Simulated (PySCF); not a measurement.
## Run report: GeH$_{2}$F$_{4}$, geometry relaxation

GeH$_{2}$F$_{4}$, SMILES [F][Ge][F].F.F, computed with PBE0-D3(BJ)/def2-SVPD geometry optimisation, gas phase (PySCF 2.14.0).

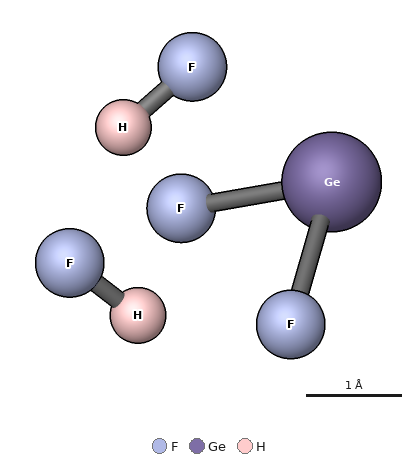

The input geometry (ball-and-stick view, seen at a tilt). Sticks mark near contacts.

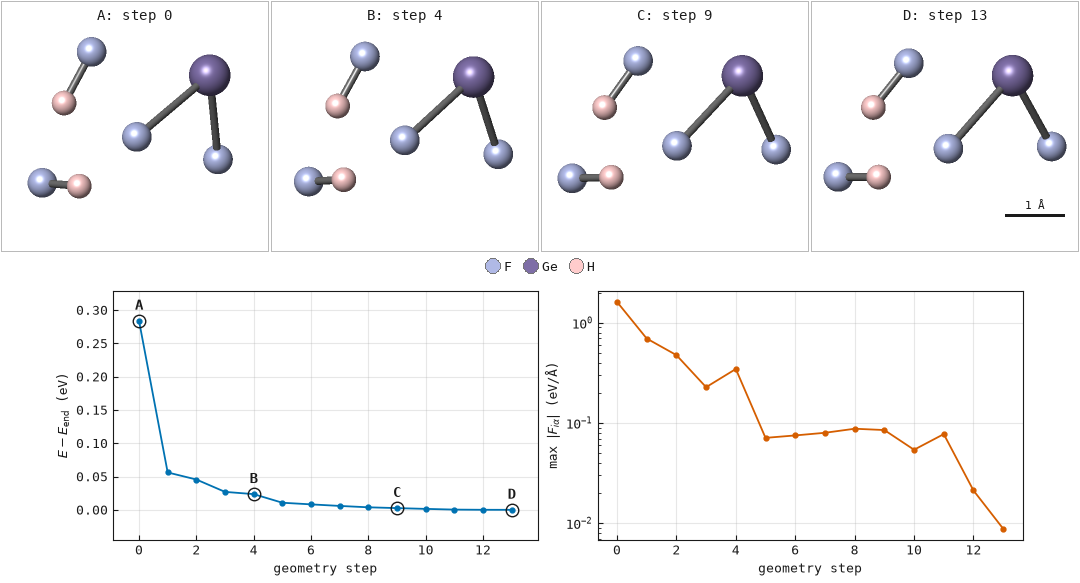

Frames of the relaxation (ball-and-stick view, seen at a tilt) above the curves, on which the letters mark them (steps are counted from 0).

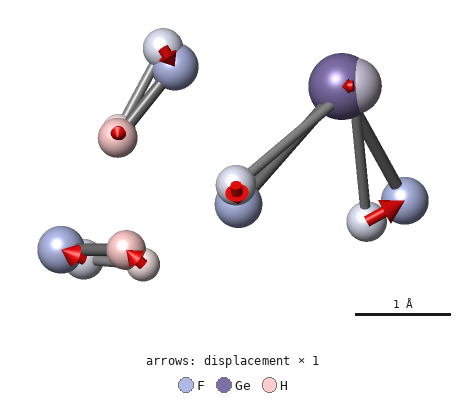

Start (faint) and end (solid) with the displacements as red arrows, at true length (ball-and-stick view, seen at a tilt). The two geometries are laid on each other by the best rigid fit. The atom that moves furthest after the best rigid fit is F3 (0.46 Å). Largest moves by element: F 0.46 Å, H 0.24 Å, Ge 0.12 Å. Among the contacts that change: F1–Ge2 1.944 → 1.861 Å, Ge2–F3 1.820 → 1.764 Å, F6–H7 0.985 → 0.975 Å, F4–H5 0.978 → 0.971 Å. Among the angles that change: F1–Ge2–F3 88.2° → 93.4°. After 13 geometry steps the energy has fallen by 0.284 eV. The largest force component goes from 1.6 to 0.0088 eV/Å. (Atoms are counted from 1 in the order of the input.)

These pictures come from the run below.

## The input
```
{"job": {"xc": "PBE0", "basis": "def2-SVPD", "d3": "d3bj", "grid": 2, "kind": "geom", "shake": 0.01}, "charge": 0, "multiplicity": 1, "parts": [{"atoms": "0-2", "charge": 0, "multiplicity": 1}, {"atoms": "3-4", "charge": 0, "multiplicity": 1}, {"atoms": "5-6", "charge": 0, "multiplicity": 1}]}
F      1.864542    -0.336452    -0.951163
Ge     0.479322     1.026819    -0.910000
F     -0.167181     0.244307     0.600510
F      2.724304    -0.173087     1.413266
H      2.364758    -0.582604     0.601724
F      1.985722     2.066357     0.718009
H      2.328545     1.306670     1.243321
```

The first line tells a small driver script what to run in PySCF; the rest is the geometry in Å.

Command:
```bash
OMP_NUM_THREADS=1 python <driver script> task.json out
```

## What the program printed
```
step   0  E = -2476.50153053  max force = 0.031537
step   1  E = -2476.50990197  max force = 0.013576
step   2  E = -2476.51029177  max force = 0.009272
step   3  E = -2476.51097435  max force = 0.004434
step   4  E = -2476.51109864  max force = 0.006734
step   5  E = -2476.51157341  max force = 0.001382
step   6  E = -2476.51166404  max force = 0.001462
step   7  E = -2476.51174984  max force = 0.001553
step   8  E = -2476.51182586  max force = 0.001706
step   9  E = -2476.51187018  max force = 0.001656
step  10  E = -2476.51191315  max force = 0.001052
step  11  E = -2476.51195268  max force = 0.001508
step  12  E = -2476.51196330  max force = 0.000411
step  13  E = -2476.51196537  max force = 0.000172
optimisation converged
```

## Trajectory as extended XYZ (Å, eV, eV/Å), 14 frames, from step=0 to step=13
```
7
Properties=species:S:1:pos:R:3:forces:R:3 step=0 energy=-67389.03913
F     1.8645   -0.3365   -0.9512   -1.0425   1.0135   0.1200
Ge    0.4793    1.0268   -0.9100    1.1120  -1.6217   1.5022
F    -0.1672    0.2443    0.6005    0.1666   0.5984  -1.0440
F     2.7243   -0.1731    1.4133   -0.3294  -0.5760  -0.6250
H     2.3648   -0.5826    0.6017    0.3746   0.7813   0.5373
F     1.9857    2.0664    0.7180    0.0970  -0.7280   0.3492
H     2.3285    1.3067    1.2433   -0.3785   0.5326  -0.8397
7
Properties=species:S:1:pos:R:3:forces:R:3 step=1 energy=-67389.26693
F     1.8245   -0.3704   -0.8142    0.2775  -0.3152   0.0085
Ge    0.5823    0.9541   -0.8807   -0.0094   0.6981  -0.4550
F    -0.2635    0.3594    0.5217   -0.3193  -0.2205   0.4418
F     2.7216   -0.2070    1.4387    0.0623   0.0983   0.1228
H     2.4120   -0.5001    0.5819    0.0251  -0.0834  -0.0489
F     1.9808    2.0436    0.7170   -0.1876  -0.0608  -0.2240
H     2.3112    1.2753    1.1803    0.1514  -0.1164   0.1548
7
Properties=species:S:1:pos:R:3:forces:R:3 step=2 energy=-67389.27753
F     1.8281   -0.3424   -0.8239   -0.0222  -0.0485   0.0160
Ge    0.5727    1.0088   -0.8797    0.1175  -0.0477   0.1295
F    -0.2892    0.3769    0.5275   -0.1059  -0.0250  -0.0489
F     2.7322   -0.1791    1.4485    0.1755  -0.1505   0.1347
H     2.4373   -0.5219    0.6026   -0.0558   0.1773  -0.0409
F     1.9280    1.9555    0.6600   -0.0229   0.4768  -0.0495
H     2.3491    1.2904    1.2088   -0.0862  -0.3824  -0.1408
7
Properties=species:S:1:pos:R:3:forces:R:3 step=3 energy=-67389.29611
F     1.8316   -0.3508   -0.8066   -0.0939   0.1564   0.1646
Ge    0.5804    1.0208   -0.8656   -0.0491  -0.2022   0.1572
F    -0.3186    0.3781    0.5279    0.1113   0.0866  -0.2243
F     2.7743   -0.2082    1.4720   -0.1000   0.2280  -0.1708
H     2.4394   -0.4838    0.6147    0.0488  -0.1485  -0.0467
F     1.9274    1.9829    0.6604    0.0297  -0.0572   0.0280
H     2.3178    1.2509    1.1517    0.0533  -0.0630   0.0920
7
Properties=species:S:1:pos:R:3:forces:R:3 step=4 energy=-67389.29949
F     1.8325   -0.3499   -0.7446   -0.0489  -0.1115  -0.1732
Ge    0.5871    1.0121   -0.8554   -0.0352   0.0905   0.0854
F    -0.3404    0.3805    0.5131    0.0304   0.0402  -0.0723
F     2.7631   -0.1587    1.4354    0.1565   0.0051   0.3463
H     2.4473   -0.5080    0.5980   -0.0615   0.0087  -0.1756
F     1.9525    1.9944    0.6873   -0.2510   0.0777  -0.2032
H     2.3054    1.2177    1.1399    0.2098  -0.1106   0.1926
7
Properties=species:S:1:pos:R:3:forces:R:3 step=5 energy=-67389.31241
F     1.8185   -0.3567   -0.7661    0.0298  -0.0684   0.0012
Ge    0.5842    1.0162   -0.8603   -0.0040   0.0711   0.0012
F    -0.3379    0.3869    0.5080   -0.0416  -0.0047  -0.0024
F     2.7717   -0.1654    1.4492    0.0658   0.0148   0.0539
H     2.4519   -0.4956    0.6024   -0.0292   0.0054  -0.0587
F     1.9291    1.9742    0.6765   -0.0662   0.0527  -0.0560
H     2.3253    1.2298    1.1533    0.0454  -0.0709   0.0608
7
Properties=species:S:1:pos:R:3:forces:R:3 step=6 energy=-67389.31487
F     1.8152   -0.3662   -0.7510   -0.0122  -0.0316   0.0056
Ge    0.5895    1.0211   -0.8572   -0.0237   0.0045  -0.0019
F    -0.3563    0.3961    0.4993   -0.0105   0.0074  -0.0275
F     2.7944   -0.1620    1.4440    0.0292   0.0637   0.0625
H     2.4506   -0.4849    0.6016    0.0020  -0.0327  -0.0752
F     1.9159    1.9607    0.6723   -0.0071   0.0377   0.0265
H     2.3280    1.2260    1.1573    0.0223  -0.0490   0.0100
7
Properties=species:S:1:pos:R:3:forces:R:3 step=7 energy=-67389.31721
F     1.7919   -0.3936   -0.7326   -0.0157   0.0513   0.0694
Ge    0.5896    1.0232   -0.8624    0.0102  -0.0698   0.0666
F    -0.3951    0.4139    0.4747    0.0113   0.0210  -0.0599
F     2.8266   -0.1394    1.4378   -0.0131  -0.0143  -0.0799
H     2.4672   -0.4709    0.5994    0.0210  -0.0341  -0.0014
F     1.8978    1.9459    0.6887    0.0245  -0.0082   0.0192
H     2.3386    1.2092    1.1569   -0.0381   0.0542  -0.0140
7
Properties=species:S:1:pos:R:3:forces:R:3 step=8 energy=-67389.31928
F     1.7761   -0.4125   -0.6994   -0.0060   0.0274   0.0039
Ge    0.5944    1.0211   -0.8588    0.0000  -0.0446   0.0103
F    -0.4264    0.4281    0.4548   -0.0140   0.0107  -0.0156
F     2.8500   -0.1335    1.4257    0.0081   0.0140  -0.0673
H     2.4835   -0.4718    0.5893    0.0029   0.0009   0.0501
F     1.8816    1.9437    0.6976    0.0877  -0.0825   0.0734
H     2.3434    1.2110    1.1587   -0.0787   0.0741  -0.0547
7
Properties=species:S:1:pos:R:3:forces:R:3 step=9 energy=-67389.32048
F     1.7597   -0.4283   -0.6772   -0.0231   0.0069   0.0023
Ge    0.5935    1.0161   -0.8588    0.0277   0.0011  -0.0441
F    -0.4592    0.4401    0.4336   -0.0298  -0.0072   0.0330
F     2.8852   -0.1197    1.4084   -0.0341  -0.0382  -0.0443
H     2.4888   -0.4741    0.5904    0.0511   0.0436   0.0608
F     1.8761    1.9411    0.7077    0.0325  -0.0851   0.0642
H     2.3416    1.2078    1.1643   -0.0243   0.0790  -0.0721
7
Properties=species:S:1:pos:R:3:forces:R:3 step=10 energy=-67389.32165
F     1.7417   -0.4419   -0.6539   -0.0192   0.0046  -0.0173
Ge    0.5920    1.0128   -0.8605    0.0086  -0.0004  -0.0160
F    -0.4898    0.4540    0.4160   -0.0174   0.0029   0.0125
F     2.9101   -0.1125    1.3996   -0.0100  -0.0311  -0.0289
H     2.5007   -0.4695    0.5891    0.0363   0.0155   0.0541
F     1.8643    1.9341    0.7205    0.0080  -0.0363   0.0099
H     2.3501    1.2050    1.1591   -0.0064   0.0448  -0.0142
7
Properties=species:S:1:pos:R:3:forces:R:3 step=11 energy=-67389.32273
F     1.7028   -0.4651   -0.6201   -0.0051   0.0292  -0.0050
Ge    0.5837    1.0077   -0.8656    0.0032  -0.0353   0.0190
F    -0.5463    0.4808    0.3836    0.0077   0.0169  -0.0101
F     2.9604   -0.1036    1.3848   -0.0333  -0.0343  -0.0775
H     2.5259   -0.4709    0.5932    0.0269   0.0208   0.0729
F     1.8458    1.9243    0.7367    0.0051  -0.0163  -0.0064
H     2.3623    1.2083    1.1559   -0.0045   0.0189   0.0071
7
Properties=species:S:1:pos:R:3:forces:R:3 step=12 energy=-67389.32302
F     1.7031   -0.4606   -0.6244   -0.0076   0.0006  -0.0095
Ge    0.5810    1.0059   -0.8680   -0.0020  -0.0087   0.0147
F    -0.5449    0.4827    0.3862    0.0053   0.0088  -0.0074
F     2.9589   -0.1085    1.3848    0.0035  -0.0097  -0.0054
H     2.5237   -0.4750    0.5971    0.0041   0.0048   0.0142
F     1.8479    1.9253    0.7355   -0.0085   0.0212  -0.0189
H     2.3644    1.2134    1.1560    0.0051  -0.0170   0.0123
7
Properties=species:S:1:pos:R:3:forces:R:3 step=13 energy=-67389.32307
F     1.6997   -0.4618   -0.6248    0.0012  -0.0033   0.0025
Ge    0.5804    1.0054   -0.8682   -0.0032   0.0027  -0.0047
F    -0.5461    0.4864    0.3867   -0.0005   0.0034   0.0033
F     2.9609   -0.1099    1.3849    0.0009   0.0015   0.0037
H     2.5246   -0.4762    0.5989   -0.0027  -0.0049  -0.0025
F     1.8495    1.9259    0.7332   -0.0025   0.0088  -0.0062
H     2.3634    1.2140    1.1564    0.0068  -0.0082   0.0039
```

## Results in brief

| quantity | value |
| --- | --- |
| outcome | converged |
| total energy | −2476.511965 hartree |
| dipole moment | 2.21 D |
| point group | C1 |
| hardware | 1 CPU thread, shared host |
| wall time | 2.3 min |
| peak memory | 0.59 GiB |
